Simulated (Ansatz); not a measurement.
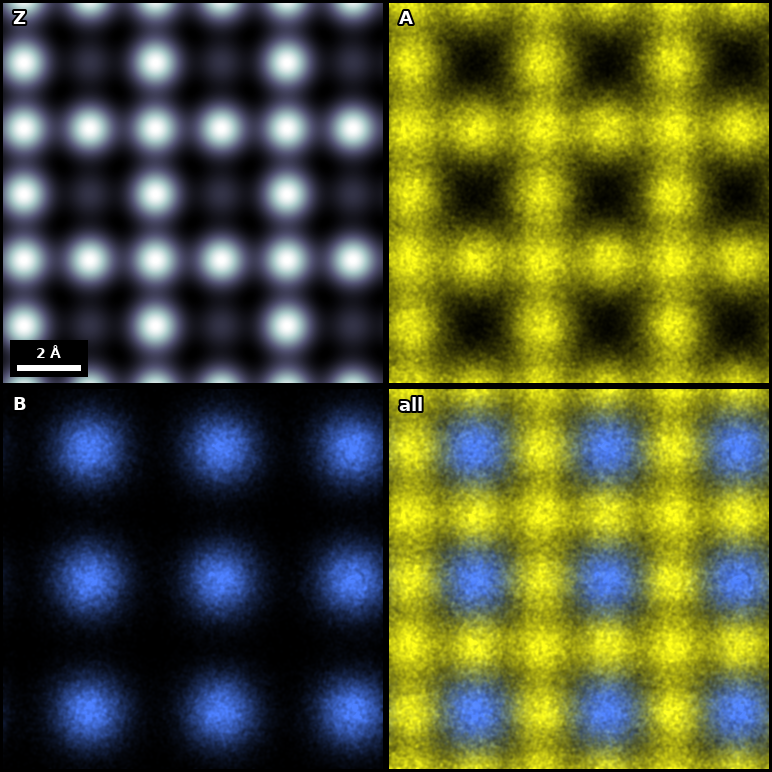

RbIr3 (Pm-3m, No. 221) along [001]. Panel Z: Simulation: incoherent imaging, intensity Z^1.7 per atom, probe width 1.30 Å, thin sample. The other panels are simulated element maps (the number of atoms of one element along the beam, blurred by 1.7 Å, with counting noise; each on its own scale, no channelling); the last overlays them. Structure: coordinates from a relaxation with DFT PBE, scalar-relativistic, plane waves, PAW (Ansatz); the starting structure was generated, so it need not be a known form of this composition.

```xyz
4
Lattice="4.1550 0.0000 0.0000 0.0000 4.1550 0.0000 0.0000 0.0000 4.1550" Properties=species:S:1:pos:R:3 pbc="T T T"
Rb    2.0775    2.0775    2.0775
Ir    2.0775    0.0000    0.0000
Ir    0.0000    2.0775    0.0000
Ir    0.0000    0.0000    2.0775
```

**Which element does each lettered map show?**

A: Ir, B: Rb. The projected cell (4.16 × 4.16 Å, 90°) holds 4 columns: 3 of Ir and 1 of Rb. No column is shared by two of the mapped elements.
